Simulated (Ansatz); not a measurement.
# Cl2H2OSn: what the fields show

```yaml
atoms:
  - { symbol: Sn, position_ang: [-0.8735, -0.7416, 1.0120] }
  - { symbol: H, position_ang: [0.6439, 1.3172, 0.1528] }
  - { symbol: Cl, position_ang: [1.5589, -0.7585, 1.1801] }
  - { symbol: O, position_ang: [-0.3236, 1.3518, 0.0236] }
  - { symbol: H, position_ang: [-0.4625, 1.1135, -0.9131] }
  - { symbol: Cl, position_ang: [-1.0510, -1.2809, -1.3585] }
```

Core potentials replace the inner electrons of Sn.

Theory: Ansatz 0.2.0, RKS CAM-B3LYP-D4/def2-SVP.

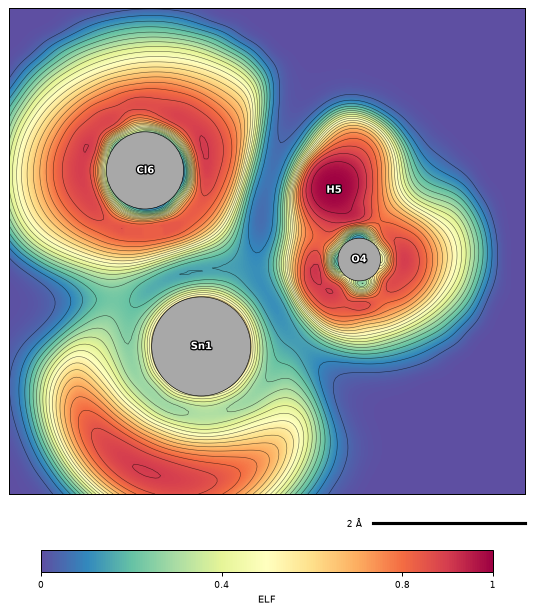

Figure 1. Electron localisation function on the plane of atoms O4, Sn1 and Cl6. Grey discs cover the atomic cores.

**What do the fields say about this system?**

The plane passes through Sn, O, H and Cl nuclei. Sn–O (2.38 Å): the ELF is about 0.15 at the midpoint. Sn–Cl (2.44 Å): the ELF peaks at about 0.85 in the valence shell of Cl, 0.9 Å from its nucleus, and drops to about 0.15 between the two atoms. O–H (0.98 Å): the ELF climbs to about 1 towards the hydrogen, as it does in any bond to H; an ordinary covalent bond to hydrogen. The ELF also peaks beside O4 and Cl6, away from the bonds: lone-pair regions.

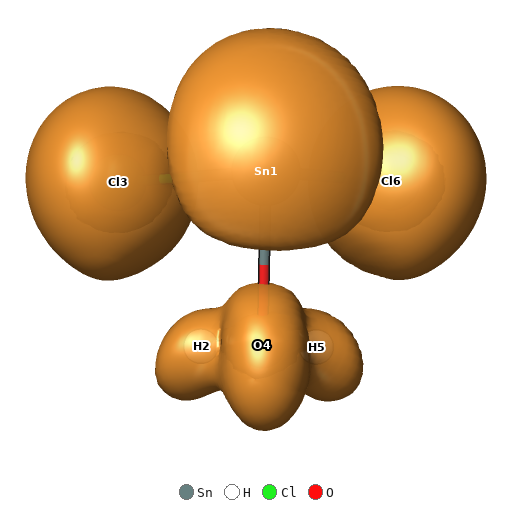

Figure 2. Isosurface of the ELF at 0.75 (orange), seen across its widest extent. Only the valence region is drawn (cores and ρ < 0.01 e/Å³ removed).

**Describe the localisation domains.**

The surface consists of one lobe on Sn, pointing away from the bonds (lone pairs), two regions wrapped around Cl (the valence shell of each) and one joined region spread over several atoms (H, O), in which their bonds and any lone pairs are merged.

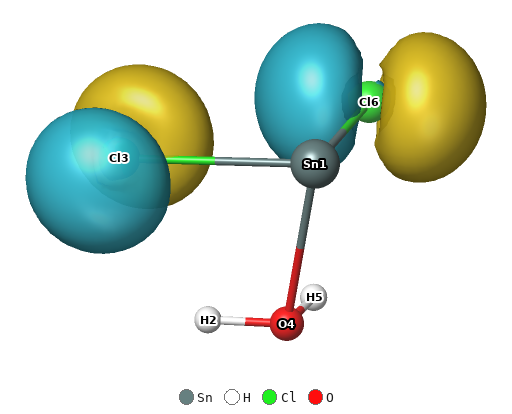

Figure 3. The HOMO−1 at ±0.15 Å⁻³ᐟ² (yellow and cyan are the two phases), seen at a tilt.

**Describe this orbital and give its energy.**

Its weight (Hirshfeld) is mainly on Cl3 (about 50 %) and Cl6 (about 50 %); largely a combination of lone pairs on Cl3 and Cl6. Its energy is −9.51 eV.
